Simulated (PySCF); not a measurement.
```yaml
atoms:
  - { symbol: C, position_ang: [-1.5890, -1.2799, -0.0677] }
  - { symbol: N, position_ang: [-0.8444, -0.0438, -0.0440] }
  - { symbol: C, position_ang: [-1.7050, 1.1133, -0.1052] }
  - { symbol: Si, position_ang: [0.6767, 0.0407, 0.7481] }
  - { symbol: C, position_ang: [2.0496, 0.8734, -0.2224] }
  - { symbol: C, position_ang: [2.1365, -0.6643, -0.1970] }
  - { symbol: H, position_ang: [-2.2478, -1.3810, 0.8043] }
  - { symbol: H, position_ang: [-0.8999, -2.1202, -0.0820] }
  - { symbol: H, position_ang: [-2.2109, -1.3158, -0.9664] }
  - { symbol: H, position_ang: [-2.3239, 1.0631, -1.0054] }
  - { symbol: H, position_ang: [-1.1012, 2.0160, -0.1433] }
  - { symbol: H, position_ang: [-2.3737, 1.1753, 0.7626] }
  - { symbol: H, position_ang: [0.7433, 0.0575, 2.2058] }
  - { symbol: H, position_ang: [2.8412, 1.3918, 0.2979] }
  - { symbol: H, position_ang: [1.8584, 1.3133, -1.1904] }
  - { symbol: H, position_ang: [2.0055, -1.1559, -1.1500] }
  - { symbol: H, position_ang: [2.9774, -1.0713, 0.3451] }
```

Geometry: GFN2-xTB.

These are results of PBE0/pcSseg-1, SCF density, gas phase, non-relativistic in PySCF 2.14.0, not measurements.

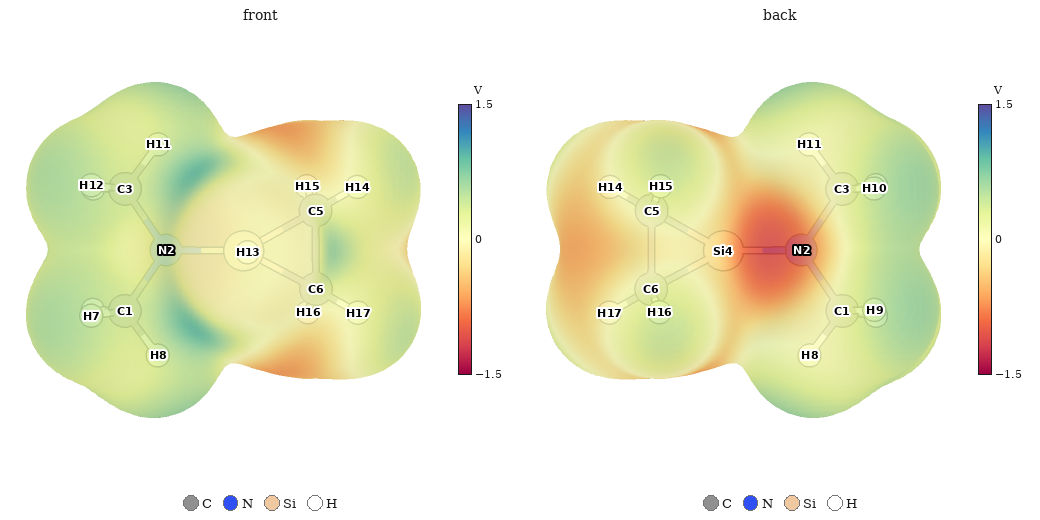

C4H11NSi (SMILES CN(C)[SiH]1CC1). The electrostatic potential painted on the density surface at 0.002 e/bohr³, seen from the front and from behind; red is negative and blue positive.

> Describe the electrostatic potential map.

The most negative region (about −1.0 V) lies over N2, the most positive (about +0.9 V) over Si4. N2 is the likeliest acceptor of a hydrogen bond.

> What dipole moment does the calculation give?

Its dipole moment is 1.17 D.
